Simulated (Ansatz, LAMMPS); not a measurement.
**42In2O3-58Na2O (mol %) with crystalline order left by the classical run (100 atoms): a short ab initio trajectory**

How do the atoms of 42In2O3-58Na2O (mol %) with crystalline order left by the classical run (100 atoms) move, and what local order do they keep?

Main program and level: Ansatz 0.2.0; Kohn-Sham DFT, PBEsol, PAW (set soft_2), plane waves.

## Step 1: Set-up

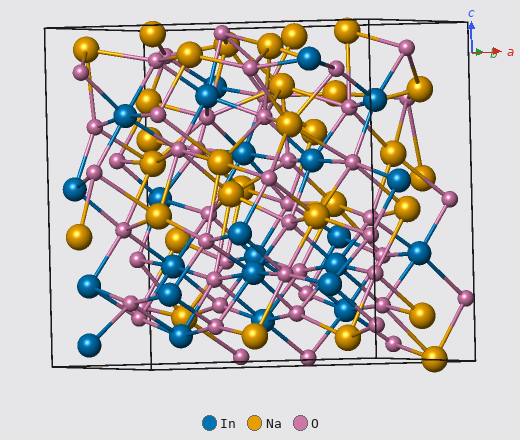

The starting structure, seen slightly off an axis (indium blue, sodium orange, oxygen pink). Some periodic images of atoms are drawn too.

The cell holds 100 atoms: 22 In, 30 Na and 48 O. Cell: a = 10.882 Å, b = 10.882 Å, c = 10.882 Å, α = 90.0°, β = 90.0°, γ = 90.0°. 100 atoms (22 Sc, 30 Na, 48 O) placed at random at 3.37 g/cm³, melted at 5000 K for 10 ps at fixed volume with the Morse and Coulomb pair potential with partial charges (Pedone, Malavasi, Menziani, Cormack and Segre, J. Phys. Chem. B 110, 11780 (2006)). Quenched from 5000 K to 300 K at 20 K/ps and fixed volume, held 10 ps at zero pressure, then minimised at fixed cell. Then Sc was replaced by In and the cell scaled by 1.021 (the potential has no terms for the new elements, so the cell is a start for a DFT relaxation).

Before any run, some limits are plain. The quench rate of 20 K/ps is orders of magnitude faster than experiment, which tends to freeze in extra defects. The network of bonds at the start is that of the classical potential that made the cell. Only the Γ point is sampled, in a cell whose shortest periodic width is 11 Å.

## Step 2: Single point at the start

The forces at the start show how far the geometry lies from a minimum of this functional.

Input file input.yaml:

```yaml
crystal:
  lattice:
    - [10.88246, 0.0, 0.0]
    - [0.0, 10.88246, 0.0]
    - [0.0, 0.0, 10.88246]
  atoms:
    - { symbol: In, position: [0.30132, 0.31981, 0.08557] }
    - { symbol: In, position: [0.67138, 0.47242, 0.596] }
    - { symbol: In, position: [0.90629, 0.76488, 0.31855] }
    - { symbol: In, position: [0.37738, 0.3916, 0.79274] }
    [... 90 atom lines left out ...]
    - { symbol: O, position: [0.61844, 0.40292, 0.41396] }
    - { symbol: O, position: [0.56707, 0.66069, 0.27279] }
    - { symbol: O, position: [0.09498, 0.04642, 0.86661] }
    - { symbol: O, position: [0.44693, 0.19675, 0.10861] }
    - { symbol: O, position: [0.80042, 0.63084, 0.4244] }
    - { symbol: O, position: [0.62849, 0.42457, 0.14499] }
kpoints:
  mp_grid: { grid: [1, 1, 1] }
hamiltonian:
  xc: pbesol
scf:
  occupations: { method: fermi_dirac, width: 0.05 }
output:
  forces: true
  stress: true
```

Run with:

```console
ansatz run input.yaml --threads 4 --pin off --max-ram 8192MiB --backend cpu --events-out ev --progress --plain --runs-dir out
```

Run time: 15 s. Hardware: 4 threads of Intel Xeon 6975P-C (Granite Rapids), shared host; peak memory 2.1 GiB; 52 s of CPU time.

Read from the output:

| Property | Result |
| --- | --- |
| free energy | -192778.3313 eV |
| free energy per atom | -1927.7833 eV/atom |
| SCF cycles | 10 |
| pressure | 1.368 GPa |
| r.m.s. force component | 0.3567 eV/Å |
| longest force | 1.274 eV/Å |
| Fermi energy | 7.523 eV |

The r.m.s. force component of 0.36 eV/Å and the pressure of 1.4 GPa set the starting point.

Neighbours are counted within 3.09 Å (O-Na), 2.73 Å (O-In).

Length of the force by element and coordination:

```tsv
element	coordination	atoms	mean length of the force (eV/Å)	spread	least	most
In	all	22	0.402	0.155	0.129	0.678
In	4	1	0.379	0	0.379	0.379
In	5	6	0.466	0.118	0.355	0.66
In	6	15	0.378	0.166	0.129	0.678
Na	all	30	0.563	0.248	0.211	1.10
Na	5	19	0.646	0.250	0.240	1.10
Na	6	8	0.399	0.160	0.211	0.677
Na	7	3	0.474	0.155	0.331	0.690
O	all	48	0.643	0.245	0.165	1.27
O	5	11	0.410	0.173	0.165	0.780
O	6	27	0.680	0.202	0.383	1.08
O	7	9	0.802	0.253	0.393	1.27
O	8	1	0.780	0	0.780	0.780
```

## Step 3: Dynamics started at 400 K

Without a thermostat the total energy must stay constant, which tests forces and time step. The time step is 1.0 fs.

input.yaml: that of step 2 with these lines changed.

```diff
@@ -16 +16,8 @@
   stress: true
+md:
+  timestep: 1.0
+  n_steps: 104
+  ensemble: nve
+  temperature: 400
+  initial_velocities: maxwell_boltzmann
+  seed: 9800
```

It took 14 min on 4 threads; peak memory 2.3 GiB.

The program notes that the SCF threshold is loose for the stress and it switched symmetry off.

The trajectory, sampled:

```tsv
time (fs)	T (K)	potential (meV/atom)	conserved (meV/atom)
0.0	400	0.0	0.00
7.0	391	1.2	0.00
14.0	331	8.8	0.01
21.0	271	16.6	0.02
28.0	246	19.8	0.02
35.0	265	17.3	0.01
42.0	302	12.5	0.01
49.0	322	9.9	0.00
55.0	311	11.4	0.01
62.0	281	15.3	0.02
69.0	284	14.9	0.02
76.0	327	9.3	0.01
83.0	355	5.7	0.00
90.0	342	7.5	0.01
97.0	315	10.9	0.02
104.0	303	12.4	0.02
```

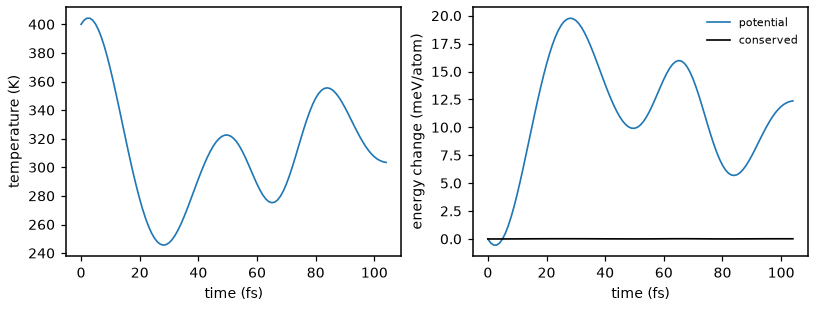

Temperature and energies against time.

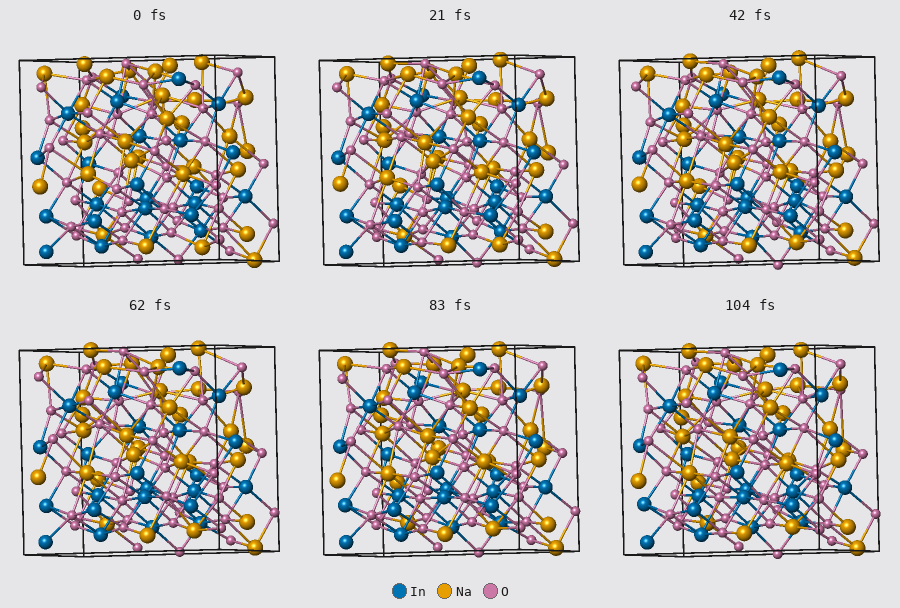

6 frames of the run.

Mean square displacement from the first frame to the last: In 0.023 Å², Na 0.12 Å², O 0.045 Å².

Mean square displacement against time lag:

```tsv
time lag (fs)	In (Å²)	Na (Å²)	O (Å²)
1.0	5.9e-6	3.9e-5	4.7e-5
5.0	1.5e-4	9.6e-4	0.00116
9.0	4.7e-4	0.00306	0.00366
13.0	9.5e-4	0.00625	0.00727
15.0	0.00125	0.00823	0.00940
20.0	0.00216	0.0141	0.0152
24.0	0.00302	0.0196	0.0201
28.0	0.00398	0.0256	0.0246
32.0	0.00502	0.0320	0.0286
37.0	0.00640	0.0401	0.0325
39.0	0.00697	0.0434	0.0337
43.0	0.00813	0.0499	0.0356
47.0	0.00929	0.0563	0.0369
52.0	0.0107	0.0638	0.0378
```

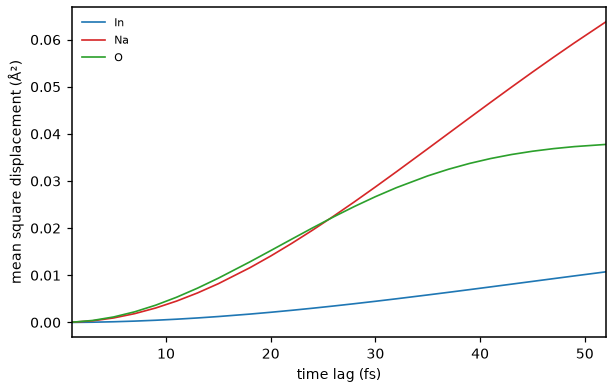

Mean square displacement, plotted against time lag.

Over the second half of 104 fs the temperature averages 315 K with swings of 25 K r.m.s. The conserved energy stays within 0.02 meV/atom. From first frame to last Na has the largest mean square displacement, 0.12 Å² at the end; the farthest move is 0.85 Å. The mean temperature of 315 K lies well off the 400 K of the input: without a thermostat, part of the starting kinetic energy flows into potential energy (about half from a start near a minimum). The count of bonds goes from 288 in the first frame to 286 in the last, by one set of cutoffs: 7 pairs passed out of them and 5 came within. The run spans 0.10 ps, too short for its means to be equilibrium values.

## Step 4: Distances and neighbours late in the run

The g(r) is a mean over the second half; what follows it is taken at the last frame.

Bonds before and after, by the cutoffs listed below:

```tsv
pair	bonds before	bonds after	mean before (Å)	mean after (Å)	spread before (Å)	spread after (Å)
O-Na	164	162	2.496	2.432	0.201	0.225
O-In	124	124	2.182	2.224	0.076	0.126
```

Density 5.13 g/cm³, 12.89 Å³ an atom.

Mean of 15 frames. Pair distribution functions g(r), in bins of 0.2 Å:

```tsv
r (Å)	total	O-O	O-Na	O-In	Na-Na	Na-In	In-In
1.90	0.01	0.00	0.00	0.05	0.00	0.00	0.00
2.10	1.99	0.00	1.53	7.34	0.00	0.00	0.00
2.30	2.09	0.00	4.11	4.29	0.05	0.00	0.00
2.50	0.95	0.00	2.50	0.68	0.97	0.00	0.00
2.70	0.55	0.29	1.13	0.08	1.12	0.27	0.00
2.90	0.97	1.92	0.40	0.07	2.00	1.60	0.11
3.10	1.48	3.16	0.27	0.11	1.88	2.99	1.77
3.30	1.58	2.63	0.30	0.11	1.98	3.42	4.73
3.50	0.86	1.36	0.39	0.12	0.74	1.86	1.98
3.70	0.72	0.73	0.89	0.47	0.65	0.80	0.61
3.90	0.78	0.33	1.10	1.11	0.78	0.54	0.22
4.10	0.85	0.66	0.97	1.24	0.54	0.61	0.50
4.30	0.86	1.04	0.76	0.82	0.81	0.93	0.79
4.50	0.79	0.82	0.72	0.74	1.16	0.57	1.17
4.70	0.96	0.56	1.33	1.36	0.96	0.50	0.24
4.90	1.27	0.47	1.98	2.14	0.61	0.52	0.29
5.10	1.22	0.53	1.58	2.23	0.58	0.81	0.36
5.30	1.19	1.15	1.34	1.40	0.86	0.99	0.87
```

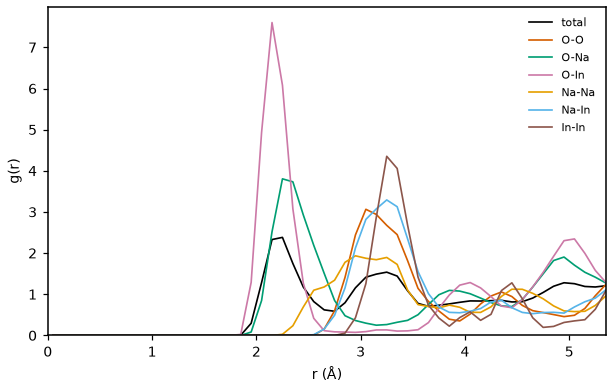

Pair distribution functions, lightly smoothed.

Bonds by pair of elements; cutoffs follow the first minimum of g(r), held within bounds set by covalent radii, and pairs that aren't listed don't count as bonded:

```tsv
pair A-B	cutoff (Å)	bonds	mean length (Å)	spread (Å)	shortest (Å)	B about A	A about B
O-Na	3.09	162	2.43	0.225	2.07	3.38	5.4
O-In	2.73	124	2.22	0.126	2.02	2.58	5.64
```

How many atoms have how many bonded neighbours:

```tsv
element	mean	4	5	6	7	8
In	5.64	1	6	15	0	0
Na	5.4	1	18	9	2	0
O	5.96	0	11	29	7	1
```

Bond angles, per cent of each kind in bins of 5°:

```tsv
angle (°)	In-O-Na	O-Na-O	O-In-O	Na-O-Na	In-O-In
50–55	0.0	0.0	0.0	0.4	0.0
55–60	0.0	0.0	0.0	3.1	0.0
60–65	0.0	0.6	0.0	6.1	0.0
65–70	1.1	1.7	0.0	4.4	0.0
70–75	4.0	4.7	0.7	9.6	0.0
75–80	5.9	7.7	4.8	10.0	0.0
80–85	11.4	15.2	13.1	11.4	1.7
85–90	15.4	12.7	21.6	8.3	8.7
90–95	19.7	8.5	15.5	4.8	29.6
95–100	11.2	9.9	13.4	3.5	23.5
100–105	5.6	4.4	6.5	3.1	7.0
105–110	2.4	4.4	2.4	3.9	4.3
110–115	1.1	3.6	1.0	1.8	0.0
115–120	1.6	1.7	0.3	2.2	1.7
120–125	1.3	2.2	0.3	3.1	0.0
125–130	0.5	2.5	0.3	2.2	0.0
130–135	0.8	1.4	0.7	2.2	1.7
135–140	0.8	1.9	0.0	3.1	1.7
140–145	1.3	1.7	0.3	2.6	0.9
145–150	0.8	1.9	0.3	0.9	0.0
150–155	2.1	1.9	0.7	0.9	0.9
155–160	1.9	3.3	1.0	1.8	1.7
160–165	2.4	2.2	2.4	3.1	7.0
165–170	3.5	2.5	4.5	3.1	3.5
170–175	4.0	2.8	6.9	3.5	5.2
175–180	1.3	0.8	3.1	1.3	0.9
```

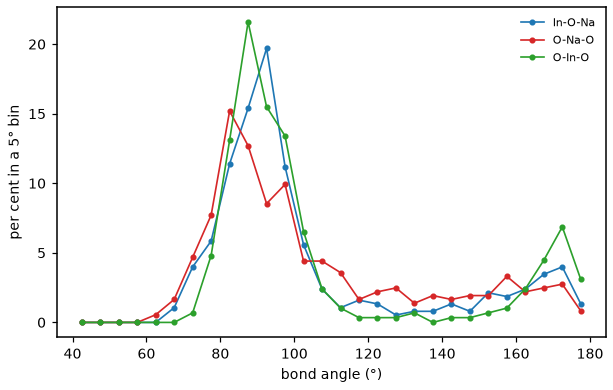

Distributions of the most common bond angles.

Bond angles (no mean is given where the spread exceeds 20°):

```tsv
angle	count	mean (°)	spread (°)
In-O-Na	376	-	-
O-Na-O	363	-	-
O-In-O	291	-	-
Na-O-Na	229	-	-
In-O-In	115	-	-
```

Bond length by coordination (bonds to H left out):

```tsv
element	coordination	atoms	mean bond length (Å)
In	4	1	2.15
In	5	6	2.18
In	6	15	2.24
Na	4	1	2.32
Na	5	18	2.40
Na	6	9	2.46
Na	7	2	2.57
O	5	11	2.26
O	6	29	2.34
O	7	7	2.41
O	8	1	2.50
```

First main peaks of g(r), for some of the pairs, lie near 3.1 Å (O-O), 2.3 Å (O-Na), 2.2 Å (O-In), 3.3 Å (Na-In) and 3.3 Å (In-In). By these cutoffs 68 % of In atoms have 6, 60 % of Na atoms have 5 and 60 % of O atoms have 6 bonded neighbours.

## Step 5: Single point at the last frame

The last frame is solved again with fuller output, to read the electronic structure of a thermally displaced geometry.

Input file input.yaml:

```yaml
crystal:
  lattice:
    - [10.88246, 0.0, 0.0]
    - [0.0, 10.88246, 0.0]
    - [0.0, 0.0, 10.88246]
  atoms:
    - { symbol: In, position: [0.30171, 0.31657, 0.09323] }
    - { symbol: In, position: [0.66766, 0.47074, 0.59957] }
    - { symbol: In, position: [0.90281, 0.76812, 0.31221] }
    - { symbol: In, position: [0.36285, 0.38557, 0.78517] }
    [... 90 atom lines left out ...]
    - { symbol: O, position: [0.61238, 0.39147, 0.42766] }
    - { symbol: O, position: [0.57651, 0.65804, 0.26927] }
    - { symbol: O, position: [0.10149, 0.0472, 0.8649] }
    - { symbol: O, position: [0.44851, 0.19026, 0.09876] }
    - { symbol: O, position: [0.79985, 0.63261, 0.40312] }
    - { symbol: O, position: [0.62673, 0.40677, 0.13976] }
kpoints:
  mp_grid: { grid: [1, 1, 1] }
hamiltonian:
  xc: pbesol
scf:
  occupations: { method: fermi_dirac, width: 0.05 }
output:
  forces: true
  stress: true
  populations: true
  dos:
    method: { smearing: { sigma: 0.15 } }
    de: 0.1
    projected: { site_lists: { In: [In], Na: [Na], O: [O] } }
  eigenvalues: true
  write_density: true
  write_potential: true
  volumetric_format: npy
```

Elapsed: 28 s, on 4 threads; peak memory 2.1 GiB.

The run gave:

```
free energy                                      : -192777.0940 eV
free energy per atom                             : -1927.7709 eV/atom
SCF cycles                                       : 12
pressure                                         : 1.051 GPa
r.m.s. force component                           : 0.4743 eV/Å
longest force                                    : 1.615 eV/Å
Fermi energy                                     : 7.458 eV
gap (highest filled to lowest empty level) : 0.7865 eV
spilling of the projection                       : 0.003648
```

Neighbours are counted within 3.09 Å (O-Na), 2.73 Å (O-In), the cutoffs taken from the dynamics.

Length of the force by element and coordination:

```tsv
element	coordination	atoms	mean length of the force (eV/Å)	spread	least	most
In	all	22	0.900	0.270	0.607	1.62
In	4	1	0.624	0	0.624	0.624
In	5	6	0.810	0.16	0.610	1.02
In	6	15	0.954	0.293	0.607	1.62
Na	all	30	0.560	0.256	0.153	1.12
Na	4	1	0.547	0	0.547	0.547
Na	5	18	0.529	0.287	0.153	1.12
Na	6	9	0.592	0.208	0.270	1.08
Na	7	2	0.702	0.0991	0.603	0.801
O	all	48	0.825	0.288	0.221	1.61
O	5	11	0.788	0.284	0.343	1.23
O	6	29	0.813	0.265	0.221	1.36
O	7	7	0.958	0.358	0.487	1.61
O	8	1	0.643	0	0.643	0.643
```

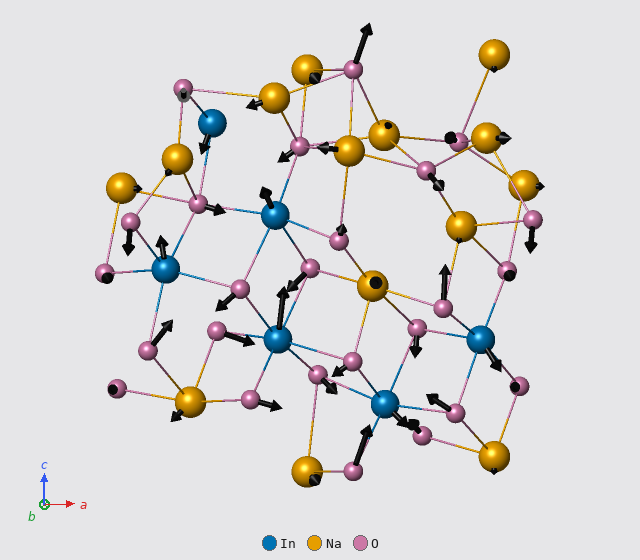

Forces as arrows; the longest in the cell is 1.62 eV/Å. Drawn is a slice 4 Å thick, seen along the normal of the ac plane.

Löwdin charges by element and coordination (they lack the spilled electrons, 0.031 e an atom on average):

```tsv
element	coordination	atoms	mean charge (e)	spread	least	most
In	all	22	0.965	0.0409	0.855	1.02
In	4	1	0.855	0	0.855	0.855
In	5	6	0.957	0.0272	0.928	0.994
In	6	15	0.976	0.0346	0.885	1.02
Na	all	30	0.783	0.0108	0.764	0.808
Na	4	1	0.785	0	0.785	0.785
Na	5	18	0.779	0.0109	0.764	0.808
Na	6	9	0.787	0.0058	0.774	0.796
Na	7	2	0.800	0.0068	0.793	0.807
O	all	48	-0.868	0.076	-1.03	-0.755
O	5	11	-0.829	0.0538	-0.901	-0.755
O	6	29	-0.855	0.062	-1.03	-0.758
O	7	7	-0.959	0.0632	-1.02	-0.822
O	8	1	-1.03	0	-1.03	-1.03
```

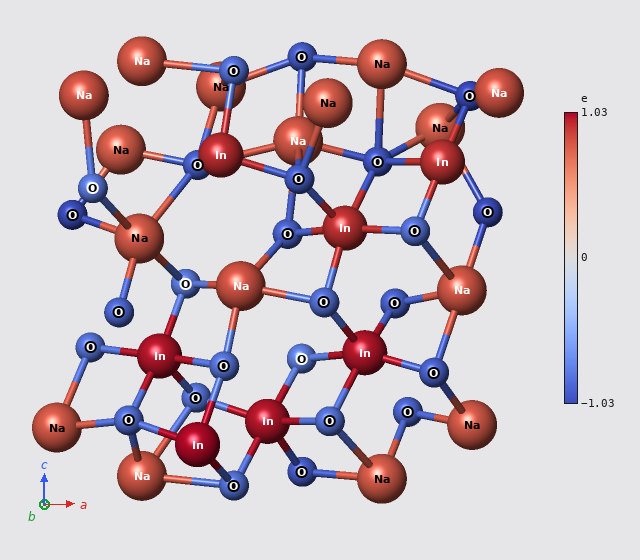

Atoms coloured by Löwdin charge. Drawn is a slice 4 Å thick, seen along the normal of the ac plane.

States in the cell by windows of 1 eV, zero at the Fermi level; the larger projections on atomic orbitals stand beside the total:

```tsv
from (eV)	to (eV)	total	O p	In p	In s	In d
-14	-13	128.0	1.9	0.4	0.1	124.0
-13	-12	87.5	1.2	0.6	0.2	79.8
-12	-11	4.4	0.1	0.0	0.0	3.5
-11	-7	0.0	0.0	0.0	0.0	0.0
-7	-6	6.9	4.0	0.2	2.3	0.1
-6	-5	25.5	15.2	1.4	7.0	0.3
-5	-4	23.2	15.6	3.2	2.8	0.3
-4	-3	43.6	33.9	6.0	1.0	0.5
-3	-2	62.3	53.3	4.6	0.4	0.7
-2	-1	88.7	82.5	1.7	0.2	1.2
-1	0	37.9	36.2	0.3	0.1	0.4
0	1	2.0	0.4	0.0	0.4	0.0
1	2	0.0	0.0	0.0	0.0	0.0
2	3	9.9	3.6	1.3	2.6	0.0
3	4	16.3	5.3	2.4	5.5	0.0
4	5	19.5	5.0	4.5	5.4	0.0
```

Between -26 and -14 eV lie 276 more states.

The stored curve holds about 784 of the 844 electrons; the rest, give or take the few that broadening carries across the Fermi level, lie in deeper levels below its range.

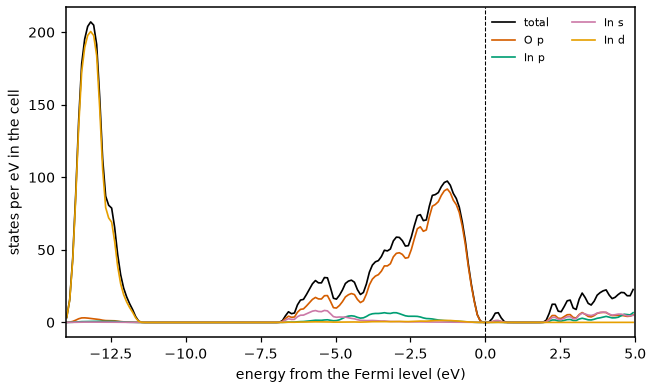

Total and projected density of states, with the broadening of the input.

The levels nearest the highest filled one (over half full), pooled over k-points and spins:

```tsv
level less the highest filled one (eV)	occupation
-0.273	2
-0.243	2
-0.222	2
-0.149	2
-0.0654	2
0	2.00
0.786	0.001
2.64	0
2.72	0
3.01	0
3.2	0
3.23	0
```

Mean Löwdin charges: In +0.97, Na +0.78, O -0.87 e (they miss 0.36 % of the electrons, so they add up to more than the cell's charge).

## Step 6: Outcome

- mean temperature, second half: 315.4 K
- temperature swing, second half: 25.04 K
- mean pressure, second half: 2.616 GPa
- slope of the conserved energy against time, by least squares: 0.0361 meV/atom/ps
- free energy per atom: -1927.7709 eV/atom
- pressure: 1.051 GPa
- r.m.s. force component: 0.4743 eV/Å
- gap (highest filled to lowest empty level): 0.7865 eV
- wall time of the 3 DFT runs: 15 min

In words: Over the second half of 104 fs the temperature averages 315 K with swings of 25 K r.m.s. The conserved energy stays within 0.02 meV/atom. The mean temperature of 315 K lies well off the 400 K of the input: without a thermostat, part of the starting kinetic energy flows into potential energy (about half from a start near a minimum). The count of bonds goes from 288 in the first frame to 286 in the last, by one set of cutoffs: 7 pairs passed out of them and 5 came within. The run spans 0.10 ps, too short for its means to be equilibrium values. With the cutoffs above, 68 % of In atoms have 6, 60 % of Na atoms have 5 and 60 % of O atoms have 6 bonded neighbours. Between filled and empty levels lie 0.786 eV (at Γ alone); a semilocal functional tends to put such gaps too low. In a disordered cell it changes from sample to sample, and tail or defect levels can set it.

**Limits.** The network of bonds at the start is that of the classical potential that made the cell; in DFT 7 of its 288 bonded pairs passed out of the cutoffs and 5 came within them. The stress is far from hydrostatic: its diagonal is 3.5, 0.8, -1.2 GPa, compression counted positive. The pressure of a single frame lacks the kinetic term, about 0.34 GPa here.

[Logs are printed without paths, hosts, clocks, repeated set-up lines and the standing remarks that a program may print on its own settings, such as how far it seeks lower states.]

[Hosts, paths, dates, database ids (printed as entryN), source tags and the programs' standing remarks are cut or masked in the printed files.]
